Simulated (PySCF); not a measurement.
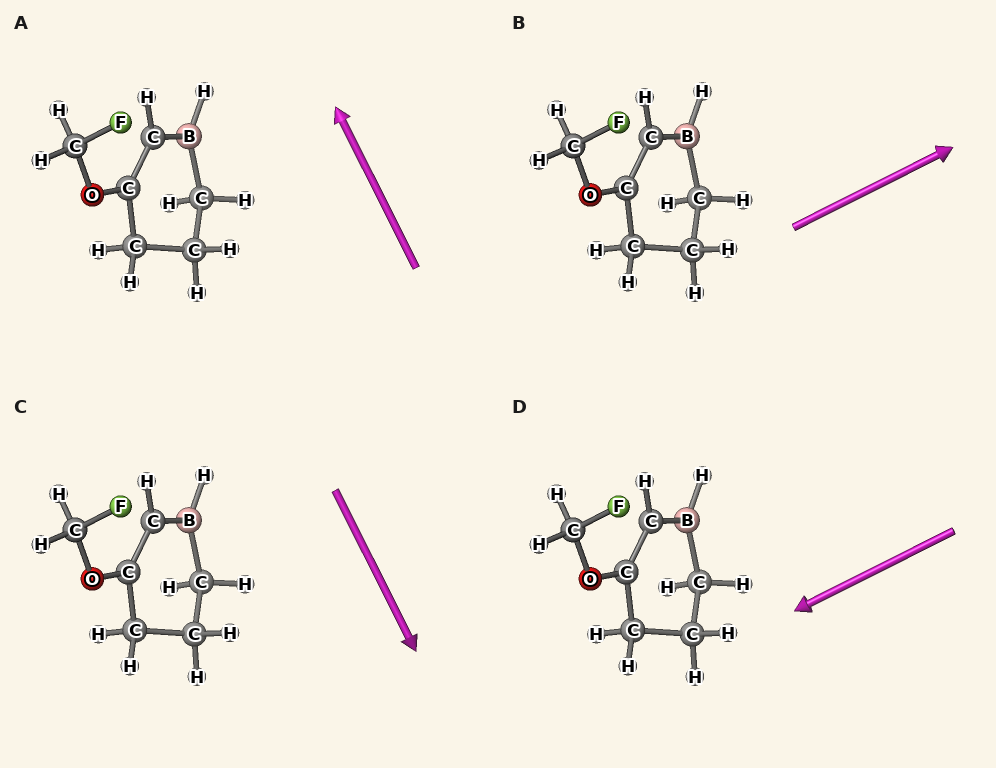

The same molecule four times, each with an arrow. The geometry was computed by an optimisation with GFN2-xTB. No frequency run is at hand to confirm it as a minimum. Properties computed with PBE0/pcSseg-1, gas phase (PySCF 2.14.0).

Which arrow points along the dipole moment, from the negative to the positive end?

D. The dipole moment is 2.08 D.

The geometry is semi-empirical. Around B such bond lengths and angles can be off by a tenth of an ångström or more and by several degrees, and values that hang on the shape move with them.
